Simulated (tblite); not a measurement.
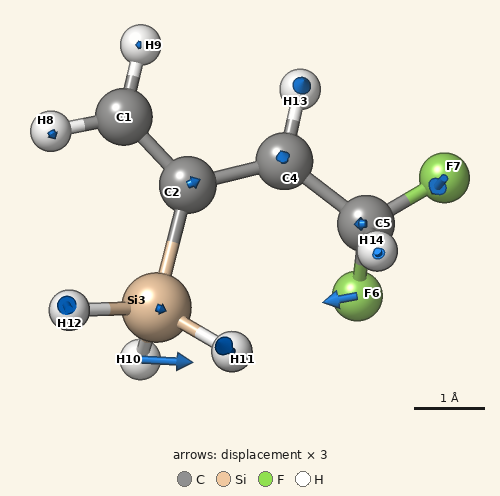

This is a relaxation of C$_{4}$H$_{7}$F$_{2}$Si (multiplicity 2). The starting structure is drawn; blue arrows show the displacements, magnified 3 times. The two geometries are superimposed by the best rigid fit.

The picture is a ball-and-stick view, seen at a tilt.

All numbers below come from GFN2-xTB geometry optimisation, gas phase in tblite 0.8.0. 

> Atoms of which element are displaced furthest, and by how much?

Hydrogen: up to 0.26 Å, against 0.17 Å for fluorine.

> What happened in the run?

H10 moves most after the best rigid fit: 0.26 Å. Largest moves by element: H 0.26 Å, F 0.17 Å, C 0.08 Å, Si 0.05 Å. Among the contacts that change: C2–C4 1.461 → 1.383 Å, C2–Si3 1.857 → 1.903 Å, Si3–H12 1.497 → 1.464 Å, Si3–H10 1.489 → 1.459 Å. Among the angles between lasting bonds that change: C2–C4–C5 127.2° → 123.7°, C2–C4–H13 118.0° → 121.3°, F6–C5–H14 109.1° → 106.1°. The energy falls by 18.5 kJ/mol in 78 geometry steps. Cost: 0.46 s on 1 thread of Arm Neoverse V1, on a shared host.
